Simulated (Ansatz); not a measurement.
# C12H23NSi: what the fields show

Input file:

```
crystal:
  periodic: [false, false, false]
  atoms:
    - {symbol: Si, position_ang: [0.616459, 0.800895, 0.285263]}
    - {symbol: C, position_ang: [0.340916, 1.223592, 2.095847]}
    - {symbol: C, position_ang: [1.348270, 1.427053, 2.960617]}
    - {symbol: H, position_ang: [-0.681073, 1.365043, 2.477037]}
    - {symbol: H, position_ang: [2.397785, 1.326053, 2.656879]}
    - {symbol: H, position_ang: [1.171459, 1.712062, 4.005674]}
    - {symbol: C, position_ang: [2.447697, 0.487190, 0.007019]}
    - {symbol: C, position_ang: [3.293067, 1.383151, -0.527636]}
    - {symbol: H, position_ang: [2.860592, -0.482603, 0.327217]}
    - {symbol: H, position_ang: [2.943081, 2.367801, -0.864310]}
    - {symbol: H, position_ang: [4.364026, 1.179266, -0.654686]}
    - {symbol: C, position_ang: [0.118535, 2.299676, -0.739941]}
    - {symbol: C, position_ang: [-0.205781, 3.500606, -0.233238]}
    - {symbol: H, position_ang: [0.071311, 2.182808, -1.834603]}
    - {symbol: H, position_ang: [-0.175615, 3.693493, 0.847078]}
    - {symbol: H, position_ang: [-0.508493, 4.345285, -0.865737]}
    - {symbol: N, position_ang: [-0.242742, -0.645332, -0.202208]}
    - {symbol: C, position_ang: [0.176602, -1.283411, -1.459960]}
    - {symbol: C, position_ang: [0.504505, -2.767789, -1.270319]}
    - {symbol: C, position_ang: [-0.817480, -1.066856, -2.607856]}
    - {symbol: C, position_ang: [-1.510268, -1.113260, 0.376547]}
    - {symbol: C, position_ang: [-1.315395, -1.749774, 1.755497]}
    - {symbol: C, position_ang: [-2.590359, -0.026733, 0.389938]}
    - {symbol: H, position_ang: [1.119431, -0.785145, -1.755965]}
    - {symbol: H, position_ang: [-0.388076, -3.344535, -0.975104]}
    - {symbol: H, position_ang: [0.886979, -3.208735, -2.205273]}
    - {symbol: H, position_ang: [1.266329, -2.896918, -0.485801]}
    - {symbol: H, position_ang: [-1.783868, -1.559040, -2.407912]}
    - {symbol: H, position_ang: [-1.010544, 0.006532, -2.760825]}
    - {symbol: H, position_ang: [-0.425538, -1.485331, -3.549182]}
    - {symbol: H, position_ang: [-1.881271, -1.913099, -0.289177]}
    - {symbol: H, position_ang: [-0.946084, -1.013897, 2.486741]}
    - {symbol: H, position_ang: [-0.575216, -2.562877, 1.700681]}
    - {symbol: H, position_ang: [-2.262865, -2.164943, 2.137826]}
    - {symbol: H, position_ang: [-3.548028, -0.423571, 0.765209]}
    - {symbol: H, position_ang: [-2.306803, 0.819126, 1.037281]}
    - {symbol: H, position_ang: [-2.751531, 0.374203, -0.622620]}
basis:
  gaussian: {orbitals: def2-TZVP, fitting: {mean_field: def2-universal-jkfit}, initial_orbitals: start.molden}
hamiltonian: {xc: pbe0, dispersion: d4}
scf: {omitted_lower_state_checks: [starts]}
output: {orbitals: {seedname: orbitals}}
```

Command:

```sh
ansatz run in.yaml --threads 2 --pin off --events-out ev --progress --plain --max-ram 32768MiB --backend cuda --devices 0, --max-vram 18GiB
```

Geometry: r2SCAN-D4/def2-SVP.

Method: Ansatz, RKS PBE0-D4/def2-TZVP.

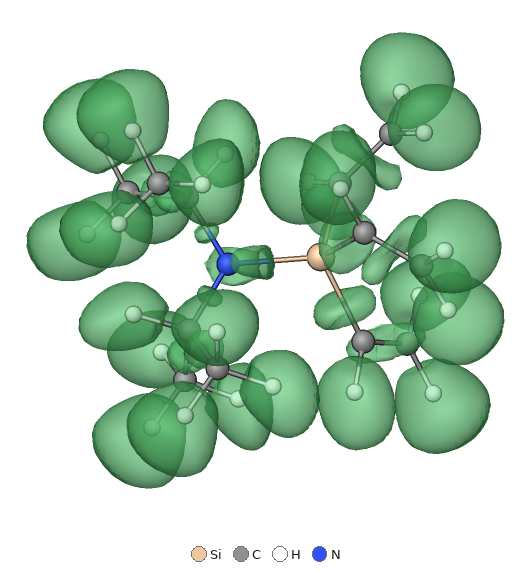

Figure 1. Isosurface of the ELF at 0.85 (green), seen at a tilt. Core shells and regions of very low density are left out.

> What do the ELF domains correspond to?

The surface consists of seven regions between bonded C–C atoms (shared pairs), two regions between bonded C–N atoms (shared pairs), three regions between bonded C–Si atoms (shared pairs), one region between bonded N–Si atoms (shared pairs) and 23 regions around hydrogen nuclei. Along the contacts the grid gives the following. C–C (1.34 Å): the ELF peaks at about 0.90 between the atoms: a short, multiple covalent bond. C–N (1.47 Å): the ELF peaks at about 0.90 between the atoms; a shared electron pair.

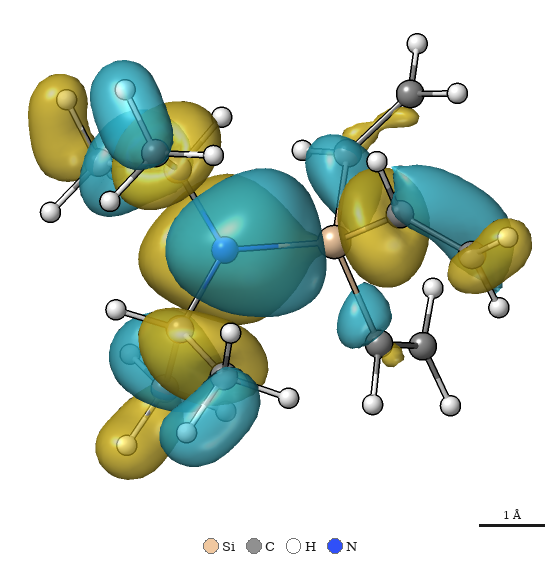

Figure 2. The HOMO at ±0.06 Å⁻³ᐟ² (yellow and cyan are the two phases), seen at a tilt.

> What is the character of this orbital?

It lies mainly on N17 (about 50 %) and Si1 (about 10 %). Its energy is −5.99 eV.

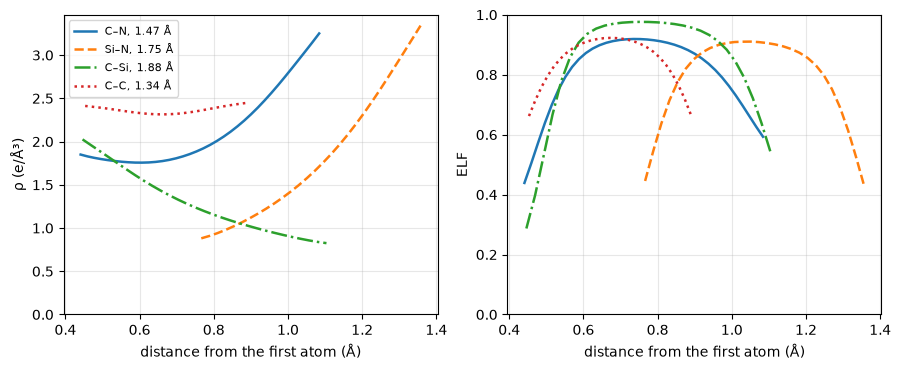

Figure 3. Electron density and ELF along straight lines between neighbouring atoms. The curves leave out the atomic cores.

> What can be read from the curves?

C–N (1.47 Å): the density is about 1.9 e/Å³ at the midpoint; the ELF peaks at about 0.90 between the atoms (localised, covalent bonding).
Si–N (1.75 Å): ρ at the midpoint is about 1.1 e/Å³; the ELF peaks at about 0.90 between the atoms; a polar covalent bond.
C–Si (1.88 Å): ρ at the midpoint is about 0.97 e/Å³; the ELF peaks at about 1 between the atoms (a shared electron pair).
C–C (1.34 Å): ρ is about 2.3 e/Å³ halfway; the ELF peaks at about 0.90 between the atoms: a short, multiple covalent bond.
